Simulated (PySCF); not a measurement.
**doublet BCl2F+ at 4 levels**

Aim: a comparison of 4 runs (UHF/STO-3G, U-wB97M-V/6-311+G**, UBHLYP/6-311+G**, UM06-2X/6-311+G**) of doublet BCl2F+. Input form: a Python script.

The calculation is run with PySCF 2.14.0.

1 further run of the same task is left out (set aside as unsound or not needed).

## (1) The molecule

BCl2F+: 4 atoms, total charge +1, spin state doublet. As SMILES of the parent species, `FB(Cl)Cl`. The shape is that of a PBE0-D4/def2-TZVP optimisation. That shape belongs to the parent species and isn't relaxed for this state.

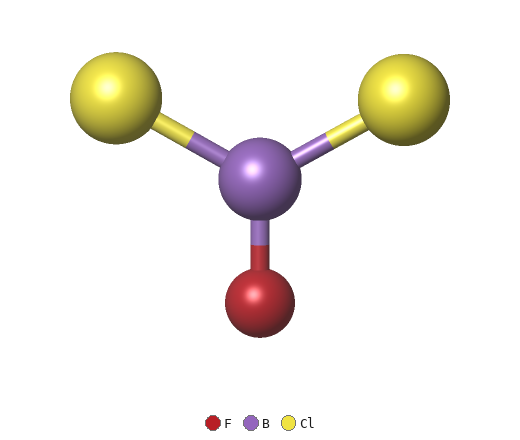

Viewed from a chosen angle; fluorine red, boron purple, chlorine yellow.

## (2) A single-point energy at UHF/STO-3G (run 1)

start.xyz

```xyz
4
BCl2F
F      0.114370    -1.165320    -0.781190
B      0.007910    -0.080610    -0.054040
Cl    -1.549540     0.373780     0.571420
Cl     1.427260     0.872140     0.263810
```

run.py

```python
from pyscf import gto, scf

system = gto.M(
    atom='start.xyz',
    max_memory=1860,
    charge=1,
    spin=1,
    verbose=3,
    basis='sto-3g',
)

mf = scf.UHF(system)
mf.conv_tol = 1e-10
mf.kernel()
if not mf.converged:
    mf = mf.newton().run(mf.mo_coeff, mf.mo_occ)

e_final = mf.e_tot
print('E(%s) = %.9f' % ('HF', e_final))
```

Started as:

```
$ OMP_NUM_THREADS=1 python run.py
```

Output:

```text
converged SCF energy = -1031.30653284743  <S^2> = 0.76813673  2S+1 = 2.0180552
E(HF) = -1031.306532847
```

It took 0.56 s on 1 thread of Arm Neoverse V2, shared host; peak memory 0.1 GiB.

## (3) A single-point energy at U-wB97M-V/6-311+G(d,p) (run 2)

run.py

```python
from pyscf import gto, dft

mol = gto.Mole()
mol.atom = '''
F      0.216128    -2.202136    -1.476235
B      0.014948    -0.152331    -0.102121
Cl    -2.928206     0.706342     1.079827
Cl     2.697131     1.648106     0.498529
'''
mol.unit = 'bohr'
mol.verbose = 3
mol.spin = 1
mol.max_memory = 1860
mol.basis = '6-311+g**'
mol.charge = 1
mol.build()

mf = dft.UKS(mol)
mf.xc = 'wb97m-v'
mf.grids.level = 5
mf.nlcgrids.level = 1
mf.conv_tol = 1e-10
mf.kernel()
if not mf.converged:
    mf = mf.newton().run(mf.mo_coeff, mf.mo_occ)

etot = mf.e_tot
print(f'total energy: {etot:.8f} hartree')
```

Started as:

```
$ OMP_NUM_THREADS=1 python run.py
```

Output:

```text
WARN: HOMO -0.405560853821469 >= LUMO -0.405560853821471

converged SCF energy = -1044.77338958269  <S^2> = 0.75567162  2S+1 = 2.0056636
total energy: -1044.77338958 hartree
```

Run time: 1.8 min. Hardware: 1 thread of Arm Neoverse V2, shared host; peak memory 0.6 GiB.

## (4) The energy at UBHLYP/6-311+G(d,p) (run 3)

run.py

```python
from pyscf import gto, dft

mol = gto.M(
    atom='''
F    0.114370  -1.165320  -0.781190
B    0.007910  -0.080610  -0.054040
Cl  -1.549540   0.373780   0.571420
Cl   1.427260   0.872140   0.263810
''',
    verbose=3,
    charge=1,
    basis='6-311+g**',
    spin=1,
    max_memory=1860,
)

myscf = dft.UKS(mol)
myscf.xc = 'bhandhlyp'
myscf.grids.level = 5
myscf.conv_tol = 1e-10
myscf.kernel()
if not myscf.converged:
    myscf = myscf.newton().run(myscf.mo_coeff, myscf.mo_occ)

e_final = myscf.e_tot
print('E = %.10f Eh' % e_final)
```

Started as:

```
$ OMP_NUM_THREADS=1 python run.py
```

Output:

```text
WARN: HOMO -0.391993963481893 >= LUMO -0.391993963481885

converged SCF energy = -1044.79911412129  <S^2> = 0.76063487  2S+1 = 2.0106067
E = -1044.7991141213 Eh
```

Run time: 29 s. Hardware: 1 thread of Arm Neoverse V2, shared host; peak memory 0.54 GiB.

## (5) A single-point energy at UM06-2X/6-311+G(d,p) (run 4)

geometry.xyz

```xyz
4
BCl2F
F      0.114370    -1.165320    -0.781190
B      0.007910    -0.080610    -0.054040
Cl    -1.549540     0.373780     0.571420
Cl     1.427260     0.872140     0.263810
```

job.py

```python
from pyscf import gto, dft

system = gto.M(
    atom='geometry.xyz',
    charge=1,
    basis='6-311+g**',
    verbose=3,
    max_memory=1860,
    spin=1,
)

calc0 = dft.UKS(system)
calc0.xc = 'm06-2x'
calc0.conv_tol = 1e-10
calc0.grids.level = 5
calc0.kernel()
if not calc0.converged:
    calc0 = calc0.newton().run(calc0.mo_coeff, calc0.mo_occ)

etot = calc0.e_tot
print('Final energy', etot)
```

Started as:

```
$ OMP_NUM_THREADS=1 python job.py
```

Output:

```text
WARN: HOMO -0.392083485335381 >= LUMO -0.392083485335382

converged SCF energy = -1044.77517070579  <S^2> = 0.75703537  2S+1 = 2.007023
Final energy -1044.7751707057905
```

Wall time 73 s (1 thread of Arm Neoverse V2, shared host); peak memory 0.6 GiB.

## (6) Overview of the runs

| run | level | integration grid | nlc grid | energy (Eh) | HOMO energy (eV) | LUMO energy (eV) | ⟨S²⟩ | wall time |
| --- | --- | --- | --- | --- | --- | --- | --- | --- |
| 1 | UHF/STO-3G | – | – | -1031.306533 | -17.61 | -10.72 | 0.768 | 0.56 s |
| 2 | U-wB97M-V/6-311+G** | 5 | 1 | -1044.773390 | -18.55 | -12.63 | 0.756 | 1.8 min |
| 3 | UBHLYP/6-311+G** | 5 | – | -1044.799114 | -17.31 | -13.54 | 0.761 | 29 s |
| 4 | UM06-2X/6-311+G** | 5 | – | -1044.775171 | -17.65 | -13.78 | 0.757 | 73 s |

## (7) Outcome

| quantity | value |
| --- | --- |
| run 4: total energy | -1044.77517 Eh |
| run 4: HOMO energy (highest over α and β) | -17.65 eV |
| run 4: LUMO energy (lowest over α and β) | -13.78 eV |
| run 4: ⟨S²⟩ | 0.757 |

Totals of different functionals can't be ranked against each other. In run 1 the basis is minimal, so the values are rough. All runs together took 3.5 min, the longest 1.8 min.
